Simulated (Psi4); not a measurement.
## Geometry relaxation, with input and output: OF₂ (part 1 of 4)

- system: OF₂ (oxygen difluoride)
- method: wB97X-D/pcseg-3, RKS (Psi4 1.11)

The geometry comes from this level: GFN2-xTB.

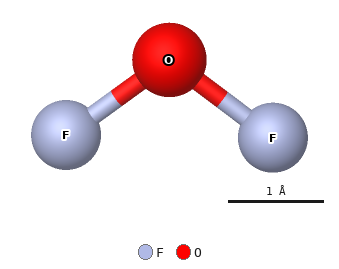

The structure as given in the input (ball-and-stick view, seen at a tilt). Bond lengths as drawn: F–O 1.37 Å.

### Input (run.py)
```python
import psi4

psi4.set_memory(1600000000)
psi4.set_num_threads(1)
psi4.core.set_output_file('f2o.out', False)

molecule = psi4.geometry("""
0 1
F      0.956190    -0.330530     0.490900
O      0.000730     0.544900     0.060070
F     -0.956920    -0.214370    -0.550970
symmetry c1
""")

options = {'puream': True, 'scf_type': 'df', 'dft_radial_points': 99, 'dft_spherical_points': 590, 'g_convergence': 'gau_tight', 'geom_maxiter': 50}
psi4.set_options(options)

e_tot, wfn = psi4.optimize("wb97x-d/pcseg-3", return_wfn=True)
print(f'wb97x-d/pcseg-3 energy: {e_tot:.10f} Eh')
print(molecule.to_string(dtype='xyz', units='Angstrom'))
for k, v in sorted(psi4.core.scalar_variables().items()):
    print(f'{k:45s} {v:18.10f}')
```

Launched with:
```bash
python run.py
```

### The program's output
```
gradient() will perform analytic gradient computation.

   => Loading Basis Set <=

    Name: PCSEG-3
    Role: ORBITAL
    Keyword: BASIS

   => WB97X-D: Empirical Dispersion <=

    Chai and Head-Gordon Dispersion Correction

        s6 =       1.000000

         ---------------------------------------------------------
                                   SCF
                              RKS Reference
                        1 Threads,   1525 MiB Core
         ---------------------------------------------------------

  ==> Geometry <==

    Molecular point group: c1
    Full point group: Cs

    Geometry (in Angstrom), charge = 0, multiplicity = 1:

       Center              X                  Y                   Z               Mass
    ------------   -----------------  -----------------  -----------------  -----------------
         F            1.076021788424    -0.301595204058    -0.000000000000    18.998403162730
         O            0.031287121544     0.577850906411     0.000000000000    15.994914619570
         F           -1.102362677893    -0.184902310060    -0.000000000000    18.998403162730

  Running in c1 symmetry.

  Rotational constants: A =      2.21479  B =      0.37290  C =      0.31917 [cm^-1]
  Rotational constants: A =  66397.61378  B =  11179.34970  C =   9568.33202 [MHz]
  Nuclear repulsion =   75.433387251189458

  Charge       = 0
  Multiplicity = 1
  Electrons    = 26
  Nalpha       = 13
  Nbeta        = 13

  ==> Algorithm <==

  SCF Algorithm Type is DF.
  DIIS enabled.
  MOM disabled.
  Fractional occupation disabled.
  Guess Type is SAD.
  Energy threshold   = 1.00e-08
  Density threshold  = 1.00e-08
  Integral threshold = 1.00e-12

  ==> Primary Basis <==

  Basis Set: PCSEG-3
    Blend: PCSEG-3
    Number of shells: 48
    Number of basis functions: 180
    Number of Cartesian functions: 228
    Spherical Harmonics?: true
    Max angular momentum: 4

  ==> DFT Potential <==

   => LibXC <=

    Version 7.1.2

   => Composite Functional: WB97X-D <=

    wB97X-D Hyb-GGA Exchange-Correlation Functional

    Deriv               =              1
    GGA                 =           TRUE
    Meta                =          FALSE

    Exchange Hybrid     =           TRUE
    MP2 Hybrid          =          FALSE

   => Exchange-Correlation Functionals <=

    1.0000   wB97X-D range-separated functional

   => Exact (HF) Exchange <=

    0.7780            HF,LR [omega = 0.2000]
    0.2220               HF

   => LibXC Density Thresholds  <==

    XC_HYB_GGA_XC_WB97X_D:  1.00E-14

   => Molecular Quadrature <=

    Radial Scheme          =       TREUTLER
    Pruning Scheme         =           NONE
    Nuclear Scheme         =       TREUTLER

    Blocking Scheme        =         OCTREE
    BS radius alpha        =              1
    Pruning alpha          =              1
    Radial Points          =             99
    Spherical Points       =            590
    Total Points           =         172028
    Total Blocks           =           1314
    Max Points             =            256
    Max Functions          =            174
    Weights Tolerance      =       1.00E-15

   => Loading Basis Set <=

    Name: (PCSEG-3 AUX)
    Role: JKFIT
    Keyword: DF_BASIS_SCF

  ==> Integral Setup <==

  DFHelper Memory: AOs need 0.172 GiB; user supplied 0.407 GiB.
  SCF_SUBTYPE=INCORE selected. In-core MEM_DF algorithm will be used.
  Using in-core AOs.

  ==> MemDFJK: Density-Fitted J/K Matrices <==

    J tasked:                   Yes
    K tasked:                   Yes
    wK tasked:                  Yes
    Omega:                2.000E-01
    Memory [MiB]:               416
    Algorithm:                 Core
    Schwarz Cutoff:           1E-12
    Mask sparsity (%):       1.1667
    Fitting Condition:        1E-10

   => Auxiliary Basis Set <=

  Basis Set: (PCSEG-3 AUX)
    Blend: DEF2-UNIVERSAL-JKFIT
    Number of shells: 75
    Number of basis functions: 231
    Number of Cartesian functions: 279
    Spherical Harmonics?: true
    Max angular momentum: 4

  Cached 100.0% of DFT collocation blocks in 0.711 [GiB].

  Minimum eigenvalue in the overlap matrix is 4.0698479154E-04.
  Reciprocal condition number of the overlap matrix is 7.4247824909E-05.
    Using symmetric orthogonalization.

  ==> Pre-Iterations <==

  SCF Guess: Superposition of Atomic Densities via on-the-fly atomic UHF (no occupation information).

   -------------------------
    Irrep   Nso     Nmo
   -------------------------
     A        180     180
   -------------------------
    Total     180     180
   -------------------------

  ==> Iterations <==

                           Total Energy        Delta E     RMS |[F,P]|

   @DF-RKS iter SAD:  -274.25385206074395   -2.74254e+02   0.00000e+00
   @DF-RKS iter   1:  -274.67145708059962   -4.17605e-01   2.17095e-03 ADIIS/DIIS
   @DF-RKS iter   2:  -274.67037603552956    1.08105e-03   2.31899e-03 ADIIS/DIIS
   @DF-RKS iter   3:  -274.71361804550133   -4.32420e-02   6.46834e-04 ADIIS/DIIS
   @DF-RKS iter   4:  -274.71745277003498   -3.83472e-03   5.32204e-05 DIIS
   @DF-RKS iter   5:  -274.71749365231784   -4.08823e-05   1.35749e-05 DIIS
   @DF-RKS iter   6:  -274.71749602705364   -2.37474e-06   3.65654e-06 DIIS
   @DF-RKS iter   7:  -274.71749627166230   -2.44609e-07   6.98252e-07 DIIS
   @DF-RKS iter   8:  -274.71749629053289   -1.88706e-08   2.08657e-07 DIIS
   @DF-RKS iter   9:  -274.71749629180931   -1.27642e-09   1.90059e-07 DIIS
   @DF-RKS iter  10:  -274.71749629217260   -3.63286e-10   2.25680e-08 DIIS
   @DF-RKS iter  11:  -274.71749629218436   -1.17666e-11   3.41832e-09 DIIS
  Energy and wave function converged.

  ==> Post-Iterations <==

   Electrons on quadrature grid:
      Ntotal   =   26.0000000553 ; deviation = 5.528e-08

    Orbital Energies [Eh]
    ---------------------

    Doubly Occupied:

       1A    -24.896084     2A    -24.895907     3A    -19.474886
       4A     -1.475361     5A     -1.353205     6A     -1.043387
       7A     -0.728072     8A     -0.679413     9A     -0.660358
      10A     -0.564112    11A     -0.543862    12A     -0.539903
      13A     -0.424962

    Virtual:

      14A      0.006560    15A      0.048708    16A      0.226640
      17A      0.228742    18A      0.229559    19A      0.275916
      20A      0.300048    21A      0.319364    22A      0.329816
      23A      0.331910    24A      0.406582    25A      0.412021
      26A      0.741906    27A      0.752828    28A      0.815256
      29A      0.865931    30A      0.888624    31A      0.913083
      32A      0.914204    33A      0.914850    34A      0.997886
      35A      1.031808    36A      1.057438    37A      1.113174
      38A      1.113444    39A      1.140782    40A      1.146985
      41A      1.147126    42A      1.149775    43A      1.194110
      44A      1.306746    45A      1.401642    46A      1.431736
      47A      1.436478    48A      1.511671    49A      1.546547
      50A      1.610997    51A      2.031106    52A      2.288673
      53A      2.297297    54A      2.333614    55A      2.430719
      56A      2.451399    57A      2.865963    58A      2.881410
      59A      2.923618    60A      3.000190    61A      3.004404
      62A      3.004883    63A      3.030755    64A      3.104663
      65A      3.131049    66A      3.157984    67A      3.242036
      68A      3.342477    69A      3.386343    70A      3.460191
      71A      3.533731    72A      3.568387    73A      3.584468
      74A      3.620529    75A      3.659442    76A      3.815643
      77A      3.837605    78A      3.840773    79A      3.859753
      80A      3.938750    81A      3.941637    82A      3.985008
      83A      4.077102    84A      4.157045    85A      4.197608
      86A      4.234381    87A      4.234508    88A      4.242549
      89A      4.340822    90A      4.441117    91A      4.519084
      92A      4.917757    93A      5.028726    94A      5.049136
      95A      5.059679    96A      5.092105    97A      5.227736
      98A      6.345325    99A      6.401649   100A      6.797444
     101A      6.839594   102A      6.875841   103A      7.133500
     104A      7.143672   105A      7.315821   106A      7.456200
     107A      7.474877   108A      7.495494   109A      7.637573
     110A      7.658833   111A      7.668526   112A      8.233584
     113A      8.282489   114A      8.285616   115A      8.285963
     116A      8.286105   117A      8.292064   118A      8.292567
     119A      8.324263   120A      8.385567   121A      8.414838
     122A      8.446899   123A      8.493101   124A      8.499225
     125A      8.500367   126A      8.519253   127A      8.534582
     128A      8.545359   129A      8.561298   130A      8.734835
     131A      8.858734   132A      8.871217   133A      8.930911
     134A      9.174233   135A      9.260398   136A      9.713231
     137A      9.854526   138A      9.885865   139A      9.951457
     140A      9.999714   141A     10.172061   142A     10.269143
     143A     10.349367   144A     10.701787   145A     10.724635
     146A     11.135438   147A     11.275197   148A     11.446125
     149A     11.463038   150A     11.469616   151A     11.485880
     152A     11.492828   153A     11.628857   154A     11.731982
     155A     11.749307   156A     11.804143   157A     12.413134
     158A     12.476551   159A     12.477247   160A     12.572031
     161A     12.637815   162A     12.688030   163A     22.020425
     164A     22.075129   165A     22.113195   166A     22.332035
     167A     22.565583   168A     26.831115   169A     26.862646
     170A     26.866461   171A     26.872437   172A     27.106730
     173A     27.144332   174A     27.144965   175A     27.213132
     176A     27.395208   177A     27.413447   178A     44.066220
     179A     56.173810   180A     56.207912

    Final Occupation by Irrep:
              A
    DOCC [    13 ]
    NA   [    13 ]
    NB   [    13 ]

  @DF-RKS Final Energy:  -274.71749629218436

   => Energetics <=

    Nuclear Repulsion Energy =             75.4333872511894583
    One-Electron Energy =                -531.5119605765075903
    Two-Electron Energy =                 202.1459063371454761
    DFT Exchange-Correlation Energy =     -20.7847645151343947
    Empirical Dispersion Energy =          -0.0000647888772871
    VV10 Nonlocal Energy =                  0.0000000000000000
    Total Energy =                       -274.7174962921843644

Computation Completed

Properties will be evaluated at   0.000000,   0.000000,   0.000000 [a0]

Properties computed using the SCF density matrix

 Multipole Moments:

 ------------------------------------------------------------------------------------
     Multipole            Electronic (a.u.)      Nuclear  (a.u.)        Total (a.u.)
 ------------------------------------------------------------------------------------

 L = 1.  Multiply by 2.5417464519 to convert [e a0] to [Debye]
 Dipole X            :         -0.0192945            0.0249991            0.0057047
 Dipole Y            :         -0.3730227            0.4617161            0.0886934
 Dipole Z            :         -0.0000000            0.0000000           -0.0000000
 Magnitude           :                                                    0.0888767

 ------------------------------------------------------------------------------------

	total time  =         11 seconds =       0.18 minutes

         ------------------------------------------------------------
                                   SCF GRAD
         ------------------------------------------------------------

  ==> Geometry <==

    Molecular point group: c1
    Full point group: Cs

    Geometry (in Angstrom), charge = 0, multiplicity = 1:

       Center              X                  Y                   Z               Mass
    ------------   -----------------  -----------------  -----------------  -----------------
         F            1.076021788424    -0.301595204058    -0.000000000000    18.998403162730
         O            0.031287121544     0.577850906411     0.000000000000    15.994914619570
         F           -1.102362677893    -0.184902310060    -0.000000000000    18.998403162730

  Nuclear repulsion =   75.433387251189458

  ==> Basis Set <==

  Basis Set: PCSEG-3
    Blend: PCSEG-3
    Number of shells: 48
    Number of basis functions: 180
    Number of Cartesian functions: 228
    Spherical Harmonics?: true
    Max angular momentum: 4

  ==> DFJKGrad: Density-Fitted SCF Gradients <==

    Gradient:                    1
    J tasked:                  Yes
    K tasked:                  Yes
    wK tasked:                 Yes
    Omega:               2.000E-01
    Integrals threads:           1
    Memory [MiB]:             1144
    Schwarz Cutoff:          1E-12
    Fitting Condition:       1E-10

   => Auxiliary Basis Set <=

  Basis Set: (PCSEG-3 AUX)
    Blend: DEF2-UNIVERSAL-JKFIT
    Number of shells: 75
    Number of basis functions: 231
    Number of Cartesian functions: 279
    Spherical Harmonics?: true
    Max angular momentum: 4

   => Molecular Quadrature <=

    Radial Scheme          =       TREUTLER
    Pruning Scheme         =           NONE
    Nuclear Scheme         =       TREUTLER

    Blocking Scheme        =         OCTREE
    BS radius alpha        =              1
    Pruning alpha          =              1
    Radial Points          =             99
    Spherical Points       =            590
    Total Points           =         172028
    Total Blocks           =           1314
    Max Points             =            256
    Max Functions          =            174
    Weights Tolerance      =       1.00E-15

  -Total Gradient:
     Atom            X                  Y                   Z
    ------   -----------------  -----------------  -----------------
       1       -0.004702518584     0.010394758147     0.000000000000
       2       -0.000746814284    -0.020004537428     0.000000000000
       3        0.005448832701     0.009597779698    -0.000000000000

	total time  =          4 seconds =       0.07 minutes

    			-----------------------------------------

    			 OPTKING 3.0: for geometry optimizations

    			        with contributions from

    			-----------------------------------------

	                            ===> Fragment 1 <==

	 Z (Atomic Numbers)          Masses                          Geom
	       9.000000            18.998403          2.03338649 -0.56993234 -0.00000000
	       8.000000            15.994915          0.05912409  1.09197995  0.00000000
	       9.000000            18.998403         -2.08316355 -0.34941473 -0.00000000

	 - Coordinate -           - BOHR/RAD -       - ANG/DEG -
	 R(1,2)           =         2.580633           1.365612
	 R(2,3)           =         2.582056           1.366365
	 B(1,2,3)         =         1.849628         105.975861

	        --- Internal Coordinate Step in ANG or DEG, aJ/ANG or AJ/DEG ---
	-------------------------------------------------------------------------------
	           Coordinate      Previous         Force          Change          New
	           ----------      --------        ------          ------        ------
	               R(1,2)       1.36561        0.08481        0.01049       1.37610
	               R(2,3)       1.36637        0.08141        0.01010       1.37646
	             B(1,2,3)     105.97586       -0.00097       -2.90210     103.07376
	-------------------------------------------------------------------------------

	                                 ==> Convergence Check <==

	Measures of convergence in internal coordinates in au.

	Criteria marked as inactive (o), active & met (*), and active & unmet ( ).

	----------------------------------------------------------------------------------------------~
	   Step    Total Energy     Delta E     Max Force     RMS Force      Max Disp      RMS Disp   ~
	----------------------------------------------------------------------------------------------~
	  Convergence Criteria              o    1.50e-05 *    1.00e-05 *    6.00e-05 *    4.00e-05 *~
	----------------------------------------------------------------------------------------------~
	     1    -274.71749629   -2.75e+02 o    1.27e-02      1.10e-02      5.07e-02      3.33e-02    ~
	----------------------------------------------------------------------------------------------

Next Geometry in Ang
	Fragment 1 (Ang)

	    F   1.0623883971  -0.3121889887  -0.0000000000
	    O   0.0323593176   0.6003323353   0.0000000000
	    F  -1.0898014826  -0.1967899543  -0.0000000000

    Structure for next step:
    Molecular point group: c1
    Full point group: Cs

    Geometry (in Angstrom), charge = 0, multiplicity = 1:

    F            1.062448041974    -0.310938376307    -0.000000000000
    O            0.032418962451     0.601582947684     0.000000000000
    F           -1.089741837775    -0.195539341972    -0.000000000000

gradient() will perform analytic gradient computation.

  ==> Geometry <==

    Molecular point group: c1
    Full point group: Cs

    Geometry (in Angstrom), charge = 0, multiplicity = 1:

       Center              X                  Y                   Z               Mass
    ------------   -----------------  -----------------  -----------------  -----------------
         F            1.062448041974    -0.310938376307    -0.000000000000    18.998403162730
         O            0.032418962451     0.601582947684     0.000000000000    15.994914619570
         F           -1.089741837775    -0.195539341972    -0.000000000000    18.998403162730

  Running in c1 symmetry.

  Rotational constants: A =      2.04354  B =      0.38203  C =      0.32186 [cm^-1]
  Rotational constants: A =  61263.92366  B =  11453.07482  C =   9649.19230 [MHz]
  Nuclear repulsion =   75.255257618545784

  Charge       = 0
  Multiplicity = 1
  Electrons    = 26
  Nalpha       = 13
  Nbeta        = 13

  ==> Algorithm <==

  SCF Algorithm Type is DF.
  DIIS enabled.
  MOM disabled.
  Fractional occupation disabled.
  Guess Type is READ.
  Energy threshold   = 1.00e-08
  Density threshold  = 1.00e-08
  Integral threshold = 1.00e-12
```
